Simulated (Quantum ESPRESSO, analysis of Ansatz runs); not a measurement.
# Migration in In2O3 (R-3c): V_O hop (3.0 Å), charge 0 (Quantum ESPRESSO), part 2 of 3

Wanted: path and barrier of a jump of O in In2O3 (R-3c) at charge 0. The case: V_O hop (3.0 Å), in a cell of 80 host atoms with 1 O taken out.

Quantum ESPRESSO 7.5; Quantum ESPRESSO plane-wave DFT, PBEsol, GBRV 1.5 PBEsol potentials; nudged elastic band between two relaxed defect structures.

So far: The starting structure; Relaxation of the start point, charge 0.

## (3) Relaxation of the end point, charge 0

Level of this step: Quantum ESPRESSO plane-wave DFT, PBEsol, GBRV 1.5 PBEsol potentials; relaxation of all atoms of a defect supercell (Quantum ESPRESSO).

The end point is relaxed in the same cell and settings, so that the two energies compare. Atoms more than 3.2 Å from the middle of the hop start where the first relaxation left them, the nearer ones on or close to their ideal places, with small random displacements.

pw.in

```
&CONTROL
  calculation = 'relax'
  prefix = 'pwscf'
  outdir = './tmp'
  pseudo_dir = './pseudo'
  tprnfor = .true.
  disk_io = 'low'
  nstep = 70
  forc_conv_thr = 0.00078
  etot_conv_thr = 0.0001
/
&SYSTEM
  ibrav = 0
  nat = 79
  ntyp = 2
  ecutwfc = 36
  ecutrho = 288
  nbnd = 353
  occupations = 'fixed'
  nosym = .true.
/
&ELECTRONS
  conv_thr = 8d-08
  electron_maxstep = 100
  mixing_beta = 0.5
/
&IONS
  ion_dynamics = 'bfgs'
/
ATOMIC_SPECIES
In   114.8180 in_pbesol_v1.4.uspp.F.UPF
O     15.9990 o_pbesol_v1.2.uspp.F.UPF
CELL_PARAMETERS angstrom
   5.4978745703    3.1741994431    9.6511633505
  -5.4978745703    3.1741994431    9.6511633505
   0.0000000000   -6.3483986861    9.6511633503
ATOMIC_POSITIONS crystal
In     0.3197685489    0.3206921965    0.3253937094
In     0.4295686704    0.4307978700    0.4272888700
[... 3 atom lines left out ...]
O      0.3795352730    0.2310171755    0.0119668626
[... 4 atom lines left out ...]
In     0.3213675635    0.3201850921    0.8219662763
In     0.4287493000    0.4287554605    0.9297128150
[... 20 atom lines left out ...]
In     0.1807092777    0.6784614136    0.6783452078
[... 2 atom lines left out ...]
O      0.3757158540    0.7260017506    0.5229826381
O      0.2266701760    0.5238612095    0.8752329295
O      0.5232998307    0.3739566792    0.7271873836
[... 19 atom lines left out ...]
O      0.7729355149    0.4766166641    0.6260359313
O      0.6257348200    0.2730008211    0.9760027452
[... 9 atom lines left out ...]
O      0.6227437550    0.7807148342    0.4764480278
[... 2 atom lines left out ...]
In     0.6790540496    0.6795053747    0.6777584427
In     0.5702641518    0.5720730017    0.5713158323
[... 5 atom lines left out ...]
O      0.6246142756    0.7740727580    0.9750847682
K_POINTS gamma
```

Command:

```
$ OMP_NUM_THREADS=1 mpirun -n 4 pw.x -in pw.in > pw.out
```

The log of the run:

```text
[shortened: banners, details of potentials and solvers, and blank lines are left out]
[banner, memory and clock lines left out]
     gamma-point specific algorithms are used
     one sub-group per band group will be used
     bravais-lattice index     =            0
     lattice parameter (alat)  =      21.8300  a.u.
     unit-cell volume          =    6819.5630 (a.u.)^3
     number of atoms/cell      =           79
     number of atomic types    =            2
     number of electrons       =       698.00
     number of Kohn-Sham states=          353
     kinetic-energy cutoff     =      36.0000  Ry
     charge density cutoff     =     288.0000  Ry
     scf convergence threshold =      8.0E-08
     mixing beta               =       0.5000
     number of iterations used =            8  plain     mixing
     energy convergence thresh.=      1.0E-04
     force convergence thresh. =      7.8E-04
     Exchange-correlation= SLA  PW   PSX  PSC
                           (   1   4  10   8   0   0   0)
     nstep                     =           70
     crystal axes: (cart. coord. in units of alat)
               a(1) = (   0.475927   0.274777   0.835459 )
               a(2) = (  -0.475927   0.274777   0.835459 )
               a(3) = (   0.000000  -0.549553   0.835459 )
     PseudoPot. # 1 for In read from file:
     in_pbesol_v1.4.uspp.F.UPF
     Pseudo is Ultrasoft + core correction, Zval = 13.0
[...]
PseudoPot. # 2 for O  read from file:
     o_pbesol_v1.2.uspp.F.UPF
     Pseudo is Ultrasoft + core correction, Zval =  6.0
[...]
atomic species   valence    mass     pseudopotential
     In               13.00   114.81800     In( 1.00)
     O                 6.00    15.99900     O ( 1.00)
     No symmetry found
     site n.     atom                  positions (alat units)
         1        In     tau(   1) = (  -0.0004396  -0.0028375   0.8069316  )
         2        In     tau(   2) = (  -0.0005850   0.0015906   1.0757831  )
         3        In     tau(   3) = (   0.0004309  -0.0004034   0.4501453  )
         4        In     tau(   4) = (  -0.0007691  -0.0017479   0.1776649  )
         5        O      tau(   5) = (  -0.1678985  -0.0155295   0.5219413  )
         6        O      tau(   6) = (   0.0706838   0.1611890   0.5200893  )
         7        O      tau(   7) = (   0.0966346  -0.1363667   0.5225489  )
         8        O      tau(   8) = (   0.1652392   0.0180714   0.7302889  )
[...]
number of k points=     1
                       cart. coord. in units 2pi/alat
        k(    1) = (   0.0000000   0.0000000   0.0000000), wk =   2.0000000
     Dense  grid:   281435 G-vectors     FFT dimensions: ( 120, 120, 120)
     Smooth grid:    99485 G-vectors     FFT dimensions: (  90,  90,  90)
     starting charge     649.9999, renormalised to     698.0000
     Self-consistent Calculation
     iteration #  1     ecut=    36.00 Ry     beta= 0.50
     total energy              =   -5766.99733086 Ry
     estimated scf accuracy    <      40.22867739 Ry
     iteration #  2     ecut=    36.00 Ry     beta= 0.50
     total energy              =   -5778.13721567 Ry
     estimated scf accuracy    <       4.95612185 Ry
     iteration #  3     ecut=    36.00 Ry     beta= 0.50
     total energy              =   -5778.99530549 Ry
     estimated scf accuracy    <       0.24868590 Ry
[...]
estimated scf accuracy    <       0.00000231 Ry
[... 116 further cycles ...]
     iteration #  6     ecut=    36.00 Ry     beta= 0.50
     total energy              =   -5779.08116638 Ry
     estimated scf accuracy    <          9.6E-09 Ry
     iteration #  7     ecut=    36.00 Ry     beta= 0.50
     total energy              =   -5779.08116638 Ry
     estimated scf accuracy    <          1.6E-09 Ry
     iteration #  8     ecut=    36.00 Ry     beta= 0.50
     End of self-consistent calculation
          k = 0.0000 0.0000 0.0000 ( 12405 PWs)   bands (ev):
    -8.8015  -8.4104  -8.3601  -8.3263  -8.3248  -8.3017  -8.2383  -8.2190
    -8.2113  -8.2046  -8.2026  -8.1716  -8.0853  -8.0604  -8.0583  -8.0051
    -7.9309  -7.9246  -7.8910  -7.8853  -7.8695  -7.8558  -7.8273  -7.8087
    -7.7994  -7.7957  -7.7929  -7.7871  -7.7772  -7.7679  -7.7584  -7.7507
    -7.7406  -7.7351  -7.7204  -7.7161  -7.7080  -7.7025  -7.6985  -7.6946
    -7.6918  -7.6445  -7.6395  -7.6075  -7.5656  -7.5365  -7.5336  -3.6319
    -3.6247  -3.6020  -3.5808  -3.5792  -3.5684  -3.5587  -3.5550  -3.5523
    -3.5150  -3.5109  -3.4845  -3.4841  -3.4809  -3.4625  -3.4576  -3.4538
[...]
13.0869
     highest occupied, lowest unoccupied level (ev):     9.6316   11.6831
!    total energy              =   -5779.08116638 Ry
     estimated scf accuracy    <          1.7E-10 Ry
     The total energy is the sum of the following terms:
     one-electron contribution =   -1434.24842503 Ry
     hartree contribution      =    1320.37382289 Ry
     xc contribution           =   -1540.94194378 Ry
     ewald contribution        =   -4124.26462046 Ry
     convergence has been achieved in   8 iterations
     Forces acting on atoms (cartesian axes, Ry/au):
     atom    1 type  1   force =     0.00013490    0.00018713   -0.00003294
     atom    2 type  1   force =     0.00012543   -0.00000270    0.00025210
     atom    3 type  1   force =    -0.00033289    0.00023927    0.00006465
     atom    4 type  1   force =    -0.00017860   -0.00035956   -0.00011993
     atom    5 type  2   force =    -0.00043252    0.00011911    0.00028206
     atom    6 type  2   force =    -0.00004735   -0.00059102   -0.00019566
     atom    7 type  2   force =     0.00062060   -0.00024811    0.00015753
     atom    8 type  2   force =     0.00004679   -0.00043230   -0.00010935
[...]
Total force =     0.005211     Total SCF correction =     0.000050
     Energy error            =      6.7E-05 Ry
     Gradient error          =      1.2E-03 Ry/Bohr
     number of scf cycles    =  15
     number of bfgs steps    =  14
     energy             old  =   -5779.0810998766 Ry
     energy             new  =   -5779.0811663805 Ry
     CASE: energy            _new < energy            _old
     new trust radius        =       0.0037380575 bohr
     new conv_thr            =       0.0000000008 Ry
ATOMIC_POSITIONS (crystal)
In               0.3218893710        0.3206573171        0.3215762585
In               0.4303842625        0.4284590312        0.4274998313
In               0.1783606989        0.1772923753        0.1802862825
In               0.0697130704        0.0728352530        0.0714837038
O                0.0249306960        0.3738702432        0.2269745397
O                0.3768720947        0.2207100585        0.0224349008
O                0.2276757918        0.0218769279        0.3761071952
O                0.4768500679        0.1242708201        0.2732551984
[...]
Self-consistent Calculation
     iteration #  1     ecut=    36.00 Ry     beta= 0.50
     total energy              =   -5779.08119861 Ry
     estimated scf accuracy    <       0.00002417 Ry
     iteration #  2     ecut=    36.00 Ry     beta= 0.50
     total energy              =   -5779.08120186 Ry
     estimated scf accuracy    <       0.00001319 Ry
     iteration #  3     ecut=    36.00 Ry     beta= 0.50
     total energy              =   -5779.08120475 Ry
     estimated scf accuracy    <       0.00000144 Ry
[...]
estimated scf accuracy    <       0.00000022 Ry
     iteration #  5     ecut=    36.00 Ry     beta= 0.50
     total energy              =   -5779.08120500 Ry
     estimated scf accuracy    <       0.00000002 Ry
     iteration #  6     ecut=    36.00 Ry     beta= 0.50
     total energy              =   -5779.08120500 Ry
     estimated scf accuracy    <          3.7E-09 Ry
     iteration #  7     ecut=    36.00 Ry     beta= 0.50
     End of self-consistent calculation
          k = 0.0000 0.0000 0.0000 ( 12405 PWs)   bands (ev):
    -8.8016  -8.4101  -8.3612  -8.3260  -8.3240  -8.3008  -8.2403  -8.2190
    -8.2120  -8.2041  -8.2028  -8.1710  -8.0846  -8.0608  -8.0586  -8.0043
    -7.9320  -7.9251  -7.8928  -7.8847  -7.8691  -7.8560  -7.8286  -7.8083
    -7.8005  -7.7961  -7.7934  -7.7875  -7.7774  -7.7680  -7.7587  -7.7501
    -7.7394  -7.7351  -7.7198  -7.7167  -7.7082  -7.7017  -7.6982  -7.6938
    -7.6918  -7.6442  -7.6395  -7.6075  -7.5655  -7.5362  -7.5333  -3.6318
    -3.6245  -3.6021  -3.5814  -3.5790  -3.5683  -3.5589  -3.5550  -3.5527
    -3.5152  -3.5108  -3.4853  -3.4840  -3.4809  -3.4627  -3.4583  -3.4540
[...]
13.0869
     highest occupied, lowest unoccupied level (ev):     9.6316   11.6824
!    total energy              =   -5779.08120500 Ry
     estimated scf accuracy    <          7.5E-10 Ry
     The total energy is the sum of the following terms:
     one-electron contribution =   -1434.21074789 Ry
     hartree contribution      =    1320.35426074 Ry
     xc contribution           =   -1540.94222862 Ry
     ewald contribution        =   -4124.28248923 Ry
     convergence has been achieved in   7 iterations
     Forces acting on atoms (cartesian axes, Ry/au):
     atom    1 type  1   force =     0.00013100   -0.00007634    0.00013648
     atom    2 type  1   force =     0.00030938   -0.00005726    0.00026276
     atom    3 type  1   force =    -0.00014202    0.00046991    0.00008129
     atom    4 type  1   force =    -0.00029253   -0.00020704   -0.00011728
     atom    5 type  2   force =    -0.00039807   -0.00000537    0.00017003
     atom    6 type  2   force =    -0.00000473   -0.00060386   -0.00030006
     atom    7 type  2   force =     0.00034350   -0.00034366    0.00011880
     atom    8 type  2   force =    -0.00008333   -0.00008994    0.00013230
[...]
Total force =     0.004091     Total SCF correction =     0.000083
     Energy error            =      3.9E-05 Ry
     Gradient error          =      7.2E-04 Ry/Bohr
     bfgs converged in  16 scf cycles and  15 bfgs steps
     (criteria: energy <  1.0E-04 Ry, force <  7.8E-04 Ry/Bohr)
     End of BFGS Geometry Optimization
     Final energy             =   -5779.0812050020 Ry
Begin final coordinates
ATOMIC_POSITIONS (crystal)
In               0.3218893710        0.3206573171        0.3215762585
In               0.4303842625        0.4284590312        0.4274998313
In               0.1783606989        0.1772923753        0.1802862825
In               0.0697130704        0.0728352530        0.0714837038
O                0.0249306960        0.3738702432        0.2269745397
O                0.3768720947        0.2207100585        0.0224349008
O                0.2276757918        0.0218769279        0.3761071952
O                0.4768500679        0.1242708201        0.2732551984
[...]
End final coordinates
```

The job ended after 15 min (4 MPI ranks of Arm Neoverse V2, shared host; peak memory 1.9 GiB).

Step by step:

| step | energy less that of the first step (eV) |
| --- | --- |
| 0 | 0.0000 |
| 1 | -0.3397 |
| 2 | -0.5532 |
| 3 | -0.7112 |
| 4 | -0.7630 |
| 5 | -0.8026 |
| 6 | -0.8222 |
| 7 | -0.8340 |
| 8 | -0.8434 |
| 9 | -0.8510 |
| 10 | -0.8561 |
| 11 | -0.8597 |
| 12 | -0.8623 |
| 13 | -0.8638 |
| 14 | -0.8647 |
| 15 | -0.8653 |

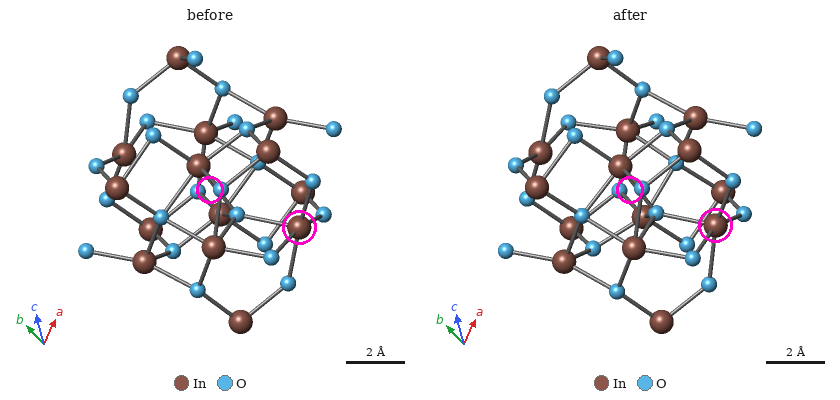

Before and after: the atoms that start within 5 Å of the centre. In53, which moves most, is ringed if it is among them. A ring with no atom in it marks the empty centre.

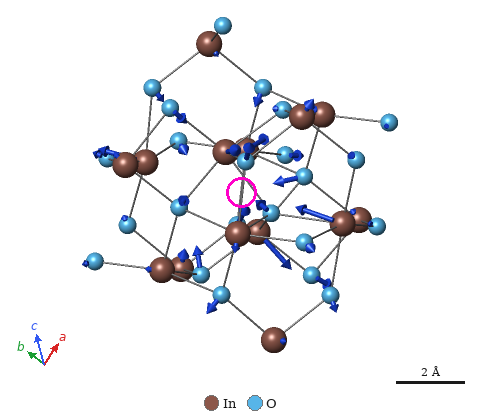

Displacements in the relaxation near the centre, exaggerated; the longest in the cell stands for 0.16 Å. A ring marks the centre wherever it is empty.

The atoms that moved most (Å):

```csv
atom,dx,dy,dz,length
In53,-0.128,-0.020,0.090,0.158
In12,0.057,-0.110,-0.092,0.154
In31,-0.130,-0.018,0.080,0.153
In73,0.064,0.091,-0.093,0.145
In72,0.053,0.084,0.095,0.138
O69,0.060,-0.113,-0.030,0.131
O6,0.042,-0.108,-0.024,0.118
O58,-0.087,-0.034,-0.022,0.096
```

Neighbours of O38 at the end:

| atom | distance (Å) |
| --- | --- |
| In73 | 2.112 |
| In53 | 2.169 |
| In12 | 2.207 |
| In11 | 2.310 |
| O37 | 2.769 |
| O6 | 2.835 |
| O18 | 2.989 |
| O58 | 3.002 |

Read from the output:

```
highest filled level                                                                              : 9.632 eV
lowest empty level                                                                                : 11.68 eV
r.m.s. move of the farther half of the atoms                                                      : 0.02560 Å
largest move from the ideal geometry of this structure, a common shift of the far atoms taken out : 0.1589 Å
```

The relaxation gained 0.865 eV and ended with a largest force component of 0.019 eV/Å. The end lies within 1 meV of the start.

(Part 2 of 3 ends here.)

[Logs are printed without paths, hosts, clocks, repeated set-up lines and the standing remarks that a program may print on its own settings, such as how far it seeks lower states.]

[Hosts, paths, dates, database ids (printed as entryN), source tags and the programs' standing remarks are cut or masked in the printed files.]
